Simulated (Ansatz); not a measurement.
**CH$_{7}$GeOSi (SMILES C[SiH+][O][GeH3]) (charge +1): density, localisation and related maps**

The calculation's input:

```
crystal:
  periodic: [false, false, false]
  atoms:
    - symbol: C
      position_ang: [-0.932457, 0.529590, 1.070909]
    - symbol: Ge
      position_ang: [1.483115, 2.253257, -2.784949]
    - symbol: O
      position_ang: [0.585265, 1.523779, -1.284818]
    - symbol: Si
      position_ang: [0.375586, 0.383134, -0.199833]
    - symbol: H
      position_ang: [-0.467401, 0.481263, 2.080706]
    - symbol: H
      position_ang: [-1.617805, -0.343491, 0.991443]
    - symbol: H
      position_ang: [-1.503734, 1.471515, 0.961054]
    - symbol: H
      position_ang: [1.282414, -0.801086, -0.261275]
    - symbol: H
      position_ang: [2.011533, 3.577133, -2.210173]
    - symbol: H
      position_ang: [2.557133, 1.198711, -3.115837]
    - symbol: H
      position_ang: [0.335501, 2.369173, -3.800732]
basis:
  gaussian: {orbitals: def2-TZVPD}
total_charge: 1
hamiltonian: {xc: pbe0}
output: {forces: true, orbitals: {seedname: orbitals}}
```

Run with:

```sh
ansatz run input.yaml --threads 2 --pin off --max-ram 4350MiB --events-out events.jsonl --progress --plain --runs-dir runs
```

Geometry: PBE-D3(BJ)/def2-SVP.

All numbers below come from isolated molecule in a Gaussian basis; Kohn-Sham density functional theory, functional PBE0 in Ansatz.

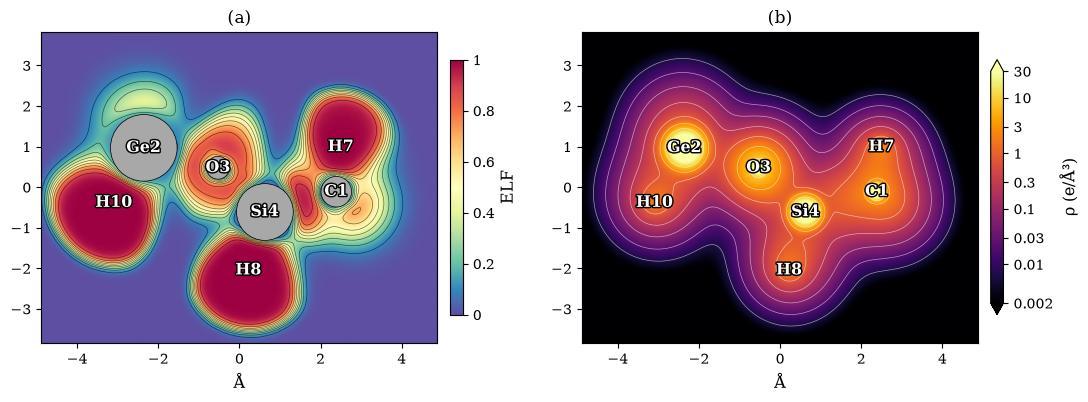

Figure 1. (a) electron localisation function; (b) electron density on the plane of atoms C1, Si4 and O3. Grey discs cover the atomic cores in the ELF map.

### What does the map show?

Atoms in the plane: C, Ge, O, Si and H. Si–O (1.59 Å): ρ is about 1.3 e/Å³ halfway; the ELF peaks at about 0.85 between the atoms (a polar covalent bond). C–Si (1.83 Å): the density is about 1 e/Å³ at the midpoint; the ELF peaks at about 0.95 between the atoms, as expected for localised, covalent bonding. Ge–O (1.89 Å): ρ is about 0.7 e/Å³ halfway; the ELF peaks at about 0.85 in the valence shell of O, 0.6 Å from its nucleus, and is about 0.30 at the midpoint. C–H (1.11 Å): the density is about 1.9 e/Å³ at the midpoint; the ELF climbs to about 1 towards the hydrogen, as it does in any bond to H: an ordinary covalent bond to hydrogen. Si–H (1.49 Å): ρ is about 0.86 e/Å³ halfway; the ELF climbs to about 1 towards the hydrogen. The ELF also peaks beside O3, away from the bonds: lone-pair regions.

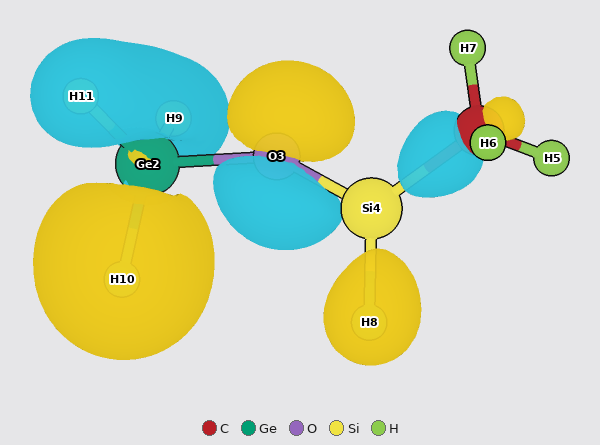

Figure 2. The HOMO at ±0.1 Å⁻³ᐟ² (yellow and cyan are the two phases), seen at a tilt.

### What is the character of this orbital?

It lies mainly on Ge2 (about 30 %), H10 (about 25 %) and O3 (about 25 %). Its energy is −13.73 eV.
